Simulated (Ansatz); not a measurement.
Consider AsH6PSi (SMILES P[SiH2][AsH2]).

The calculation's input:

```
crystal:
  periodic: [false, false, false]
  atoms:
    - {symbol: As, position_ang: [0.820523, -0.607504, 0.616371]}
    - {symbol: P, position_ang: [-2.306737, -1.759037, -1.265896]}
    - {symbol: Si, position_ang: [-1.250851, 0.025418, -0.350886]}
    - {symbol: H, position_ang: [-1.381220, -1.853851, -2.350613]}
    - {symbol: H, position_ang: [-3.241583, -0.975144, -2.012707]}
    - {symbol: H, position_ang: [-2.119460, 0.564327, 0.739913]}
    - {symbol: H, position_ang: [-0.982426, 1.127649, -1.326314]}
    - {symbol: H, position_ang: [1.258126, -1.318780, -0.661556]}
    - {symbol: H, position_ang: [0.218381, -1.885498, 1.192980]}
basis:
  gaussian:
    orbitals: def2-TZVPD
output: {forces: true, orbitals: {seedname: orbitals}}
hamiltonian:
  xc: pbe0
```

Command:

```sh
ansatz run input.yaml --threads 2 --pin off --max-ram 4350MiB --events-out events.jsonl --progress --plain --runs-dir runs
```

Geometry: PBE0-D3(BJ)/def2-SVP.

Method: Ansatz, isolated molecule in a Gaussian basis; Kohn-Sham density functional theory, functional PBE0.

> Predict the electron density and electron localisation function between the atoms.

Si–P (2.27 Å): the density is about 0.71 e/Å³ at the midpoint; the ELF peaks at about 0.95 between the atoms (a shared electron pair).
Si–As (2.37 Å): the density is about 0.63 e/Å³ at the midpoint; the ELF peaks at about 0.95 between the atoms (a shared electron pair).

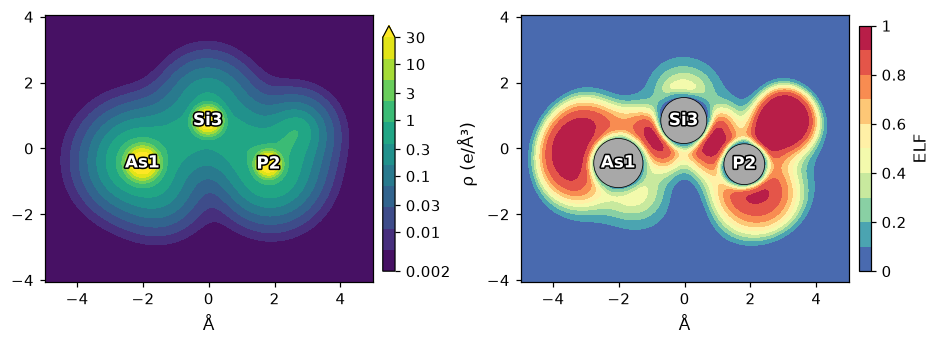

Computed electron density and electron localisation function on the plane of atoms As1, Si3 and P2, in this order. Grey discs cover the atomic cores in the ELF map. 
